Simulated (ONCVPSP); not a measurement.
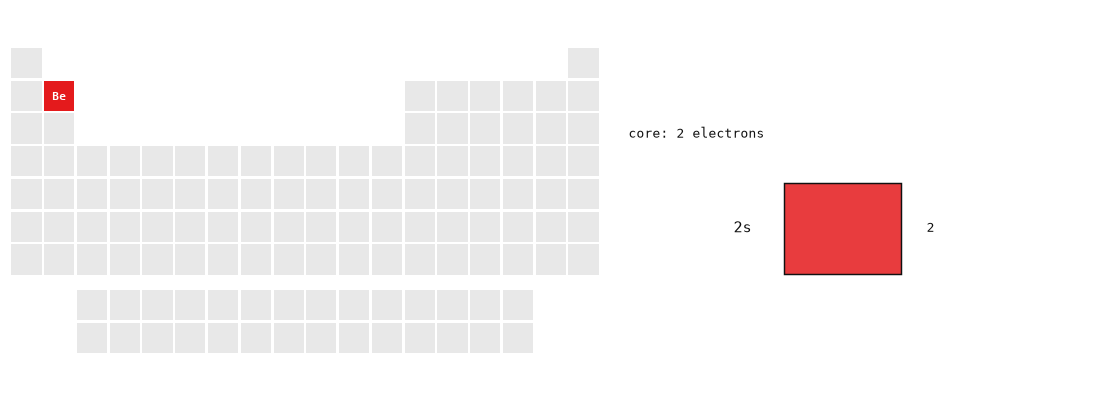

Left, the place of beryllium in the periodic table; right, the valence shells of the reference configuration: a box for each of the 2l + 1 orbitals, shaded by the share of the shell that is filled, with the electron count at the right. The shells are those of the unaltered input.

# Run report: Be, pseudopotential generation

Beryllium (Be, Z = 4), core [He], reference valence 2s2, valence charge 2. (This line and the method describe the unaltered input from which the odd one was made.) Level asked for: ONCV potential, PBE, scalar-relativistic, made with ONCVPSP 4.0.1.

**The input**
```
# ATOM AND REFERENCE CONFIGURATION
# atsym  z   nc   nv     iexc    psfile
  Be 4.00    1    1        4      upf
#
#   n    l    f
    1    0    2.00
    2    0    2.00
#
# PSEUDOPOTENTIAL AND OPTIMIZATION
# lmax
    2
#
#   l,   rc,      ep,       ncon, nbas, qcut
    0    1.50    0.00    5    9    4.10
    1    1.40    0.25    5    9    5.30
    2    1.35    0.06    2    8    7.80
#
# LOCAL POTENTIAL
# lloc, lpopt,  rc(5),   dvloc0
    4    5    1.35    0.00
#
# VANDERBILT-KLEINMAN-BYLANDER PROJECTORs
# l, nproj, debl
    0    2    0.70
    1    2    3.50
    2    2    2.70
#
# MODEL CORE CHARGE
# icmod, fcfact, rcfact
    4    0.70    0.00
#
# LOG DERIVATIVE ANALYSIS
# epsh1, epsh2, depsh
   -2.00    5.00    0.02
#
# OUTPUT GRID
# rlmax, drl
    6.00    0.01
#
# TEST CONFIGURATIONS
# ncnf
    4
# nvcnf
#   n    l    f
    1
    2    0    1.00
#
    1
    2    0    1.50
#
    2
    2    0    1.00
    2    1    1.00
#
    2
    2    0    0.00
    2    1    2.00
#
```

Launched with:
```bash
oncvpsp.x < Be.dat > Be.out
```

**Output (extracts)**
```
ONCVPSP  (Optimized Norm-Conservinng Vanderbilt PSeudopotential)
scalar-relativistic version 4.0.1

ONCVPSP  (Optimized Norm-Conservinng Vanderbilt PSeudopotential)
scalar-relativistic version 4.0.1 03/01/2019

While it is not required under the terms of the GNU GPL, it is
suggested that you cite D. R. Hamann, Phys. Rev. B 88, 085117 (2013)
in any publication utilizing these pseudopotentials.

test_data: must have 3 <= ncon <= 5, l=   2
test_data: must have ncon+3 <= nbas <= ncon+5, l=   2
 for nproj=2
ERROR: test_data found   2 ERROR; stopping
```

**What the run reported**

- outcome: refused by the program
- hardware: 1 CPU thread, shared host

**What went wrong**

One thing in this input was made wrong on purpose: ncon of l = 2 set to 2. The generator stopped with the message “test_data: must have 3 <= ncon <= 5, l= 2”. In words: the input breaks a rule of the program on the basis size: nbas must lie between ncon + 3 and ncon + 5.
